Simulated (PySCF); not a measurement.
# AlH (SMILES [AlH]): BHLYP/def2-TZVPPD

What is the energy change on altering one bond length of AlH at BHLYP/def2-TZVPPD? The job is set up through a Python script.

The calculation is run with PySCF 2.14.0.

3 further runs of the same task are left out: 3 set aside as unsound or not needed.

## Step 1: Starting point

AlH: 2 atoms, total charge 0, spin state singlet. As SMILES, `[AlH]`. Geometry: relaxed at PBE0-D4/def2-TZVP.

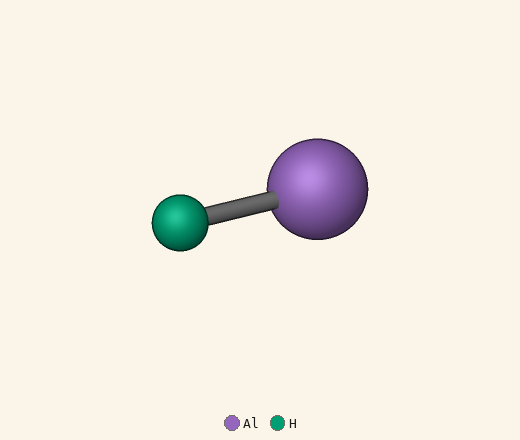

The structure, seen from a chosen angle (aluminium purple, hydrogen teal).

## Step 2: A single-point energy at BHLYP/def2-TZVPPD

File input.xyz:

```xyz
2
AlH
Al     0.000000     0.000000    -0.025640
H      0.000000     0.000000     1.639110
```

File input.py:

```python
# AlH
from pyscf import gto, dft

system = gto.M(
    atom='input.xyz',
    max_memory=1860,
    basis='def2-tzvppd',
    spin=0,
    verbose=3,
)

myscf = dft.RKS(system, xc='bhandhlyp')
myscf.conv_tol = 1e-10
myscf.grids.level = 5
myscf.kernel()
if not myscf.converged:
    myscf = myscf.newton().run(myscf.mo_coeff, myscf.mo_occ)

e_final = myscf.e_tot
print(f'total energy: {e_final:.8f} hartree')
```

The run is started by

```
$ OMP_NUM_THREADS=1 python input.py
```

What it wrote:

```text
converged SCF energy = -242.982464802676
total energy: -242.98246480 hartree
```

Wall time 2.2 s (1 thread of Arm Neoverse V2, shared host); peak memory 0.3 GiB.

## Step 3: The distorted shape at the same level

File geometry.xyz:

```xyz
2

Al     0.000000     0.000000    -0.857990
H      0.000000     0.000000     1.639110
```

File job.py:

```python
from pyscf import gto, dft

mol = gto.M(
    atom='geometry.xyz',
    verbose=3,
    basis='def2-tzvppd',
    max_memory=1860,
)

myscf = dft.RKS(mol, xc='bhandhlyp')
myscf.conv_tol = 1e-10
myscf.grids.level = 5
myscf.kernel()
if not myscf.converged:
    myscf = myscf.newton().run(myscf.mo_coeff, myscf.mo_occ)

e_tot = myscf.e_tot
print('E = %.10f Eh' % e_tot)
```

The run is started by

```
$ OMP_NUM_THREADS=1 python job.py
```

What it wrote:

```text
converged SCF energy = -242.929062955269
E = -242.9290629553 Eh
```

Wall time 2.4 s (1 thread of Arm Neoverse V2, shared host); peak memory 0.3 GiB.

## Step 4: What came out

Level: BHLYP/def2-TZVPPD.

| quantity | value |
| --- | --- |
| first shape: total energy | -242.98246 Eh |
| first shape: dipole moment | 0.20 D |
| first shape: HOMO energy | -6.65 eV |
| first shape: LUMO energy | -0.99 eV |
| first shape: HOMO–LUMO gap | 5.66 eV |
| distorted shape: total energy | -242.92906 Eh |
| distorted shape: dipole moment | 3.86 D |
| distorted shape: HOMO energy | -6.38 eV |
| distorted shape: LUMO energy | -1.50 eV |
| distorted shape: HOMO–LUMO gap | 4.88 eV |
| energy change with the Al1–H2 bond stretched from 1.665 to 2.497 Å | 1.453 eV |

**Reading.** With the Al1–H2 bond stretched from 1.665 to 2.497 Å the energy rises by 1.45 eV (140 kJ/mol). The first shape isn't relaxed at this level, so the change isn't measured from a minimum.
